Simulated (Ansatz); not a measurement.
# C2H2ClSi: single point from an input written key by key

The task is a single point from an input written key by key, for C2H2ClSi.

All numbers are computed with Ansatz 0.2.0, driven from Python. Level of theory: PBE/def2-SVP.

**1. Starting point**

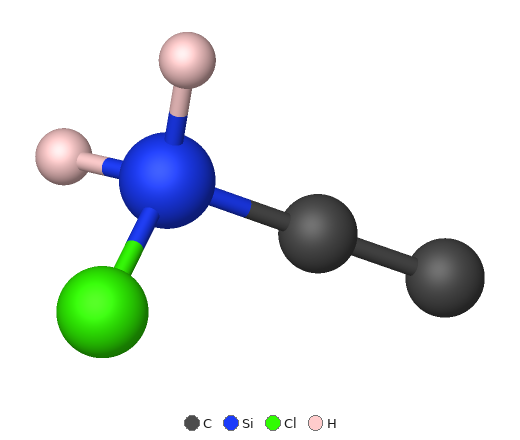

The starting structure, viewed from a chosen angle; carbon dark grey, silicon blue, chlorine green, hydrogen pink.

The script holds or builds the structure itself.

**2. The script**

File c2h2clsi.py:

```python
"""Run C2H2ClSi from an input written out key by key."""

import ansatz as az
import numpy as np

deck = {
    "crystal": {
        "periodic": [False, False, False],
        "atoms": [
            {"symbol": "C", "position_ang": [1.0033, -2.3915, 1.3022]},
            {"symbol": "C", "position_ang": [0.4607, -1.0524, 0.6012]},
            {"symbol": "Si", "position_ang": [-0.1418, 0.5287, -0.233]},
            {"symbol": "Cl", "position_ang": [-1.7573, 0.1998, -1.2842]},
            {"symbol": "H", "position_ang": [0.8958, 1.0432, -1.2028]},
            {"symbol": "H", "position_ang": [-0.4187, 1.6082, 0.7704]},
        ],
    },
    "magnetization": {"spin_polarized": True, "initial_magnetization": 1},
    "basis": {"gaussian": {"orbitals": "def2-SVP"}},
    "hamiltonian": {"xc": "pbe"},
    "output": {"forces": True},
}
session = az.Session.from_dict(deck)
rep = session.plan(threads=1).execute().report

print(f"E = {rep['free_energy_ev']:.6f} eV = {rep['free_energy_ev'] / 27.211386246:.7f} Ha")
print("converged:", rep["converged"], " doubts:", rep["published_state_doubts"] or "none")
symbols = ["C", "C", "Si", "Cl", "H", "H"]
field = rep["mean_field"]
print("<S^2> =", round(abs(field["state"]["spin_squared"]), 4), " all-electron relativity setting:", field["relativity"])
print("passes:", field["passes"])
if "symmetry" in field:
    print("occupied orbitals by irrep:", field["symmetry"]["occupied"])

print("forces (eV/A)")
for symbol, f in zip(symbols, rep["forces_ev_ang"]):
    print(f"  {symbol:2s} {f[0]:9.4f} {f[1]:9.4f} {f[2]:9.4f}")
charges = rep["charge_distribution"]
dipole = np.array(charges["dipole_moment_e_ang"]) * 4.803205
print("dipole (D): {:.3f} {:.3f} {:.3f}, length {:.3f}".format(*dipole, np.linalg.norm(dipole)))
print("atom  Mulliken   Lowdin")
for symbol, m, l in zip(symbols, charges["mulliken_charges_e"], charges["lowdin_charges_e"]):
    print(f"{symbol:4s} {m:9.3f} {l:8.3f}")
```

**3. Running it**

Started as:

```
python c2h2clsi.py
```

The program printed:

```text
E = -22480.705126 eV = -826.1506754 Ha
converged: True  doubts: none
<S^2> = 0.7538  all-electron relativity setting: none
passes: {'evaluations': 67, 'products': 227}
occupied orbitals by irrep: [{'A': 23}, {'A': 22}]
forces (eV/A)
  C    -2.7932    6.8963   -3.6078
  C     2.7176   -6.2101    3.4009
  Si    2.2842    0.1752    1.2127
  Cl   -2.4280   -0.5139   -1.4637
  H     0.1482   -0.2054    0.2309
  H     0.0713   -0.1421    0.2269
dipole (D): -0.305 2.080 -0.665, length 2.205
atom  Mulliken   Lowdin
C        0.005    0.060
C       -0.246   -0.213
Si       0.434    0.077
Cl      -0.146    0.190
H       -0.024   -0.057
H       -0.024   -0.058
```

Wall time 13 s (1 thread of Arm Neoverse V2, shared host); peak memory 0.21 GiB.

**4. What the engine kept of the run**

The report of the run holds:

```csv
item,value
SCF cycles in all,82
orbitals,74
total energy (eV),-22480.70513
```

**5. The same input on the command line**

The engine's input of that run, saved to a file, gives the whole log.

File input.yaml:

```yaml
crystal:
  periodic: [false, false, false]
  atoms:
    - { symbol: C, position_ang: [1.0033, -2.3915, 1.3022] }
    - { symbol: C, position_ang: [0.4607, -1.0524, 0.6012] }
    - { symbol: Si, position_ang: [-0.1418, 0.5287, -0.233] }
    - { symbol: Cl, position_ang: [-1.7573, 0.1998, -1.2842] }
    - { symbol: H, position_ang: [0.8958, 1.0432, -1.2028] }
    - { symbol: H, position_ang: [-0.4187, 1.6082, 0.7704] }
magnetization:
  spin_polarized: true
  initial_magnetization: 1
basis:
  gaussian: { orbitals: def2-SVP }
hamiltonian:
  xc: pbe
output:
  forces: true
```

Started as:

```
ansatz run input.yaml --threads 1 --pin off --max-ram 4096MiB --backend cpu --events-out ev --progress --plain --runs-dir out
```

The program printed, shortened:

```text
Warning: RAYON_NUM_THREADS=1 ignored (pool sized by the plan → 1); use --threads N
[...]
Functional definition: PBE
[...]
823 factors; their error is unknown
[...]
mean field -22480.70509882 eV, -826.1506744123 hartree, gradient 1.2e-7 eV, S^2 0.753821; 9 other end points of the search recorded, 0 dependent functions left out
[...]
reference -22480.70512608 eV, -826.1506754141 hartree; 23, 22 occupied and 51, 52 virtual orbitals, 823 factors
Total energy: -22480.70512608 eV, -826.1506754141 hartree
Atom 0 at     1.003300    -2.391500     1.302200 Å, force    -2.793227     6.896311    -3.607804 eV/Å
Atom 1 at     0.460700    -1.052400     0.601200 Å, force     2.717621    -6.210146     3.400875 eV/Å
Atom 2 at    -0.141800     0.528700    -0.233000 Å, force     2.284174     0.175228     1.212715 eV/Å
Atom 3 at    -1.757300     0.199800    -1.284200 Å, force    -2.428048    -0.513888    -1.463654 eV/Å
Atom 4 at     0.895800     1.043200    -1.202800 Å, force     0.148204    -0.205428     0.230926 eV/Å
Atom 5 at    -0.418700     1.608200     0.770400 Å, force     0.071276    -0.142077     0.226942 eV/Å
Dipole moment:    -0.063495     0.433095    -0.138452 e Å
```

It took 13 s on 1 thread of Arm Neoverse V2, shared host; peak memory 0.14 GiB.

Script and command line differ by 0.000 meV in the energy.

**6. Outcome**

| quantity | value |
| --- | --- |
| total energy | -22480.7051 eV |
| largest force | 8.269 eV/Å |
| dipole moment | 2.21 D |
| <S²> of the mean field (pure state) | 0.754 (0.75) |

Forces reach 8.27 eV/Å, so the atoms aren't at rest. Notes:
- The geometry is a force-field or estimated start, not a minimum of this method, and the basis set is short of its limit.
- The run takes the species as open-shell (spin multiplicity 2), which needn't be its ground state.
- The Löwdin charges here are taken after orthogonalising the functions within each atom; they differ from plain Löwdin charges, and their signs can be unphysical.
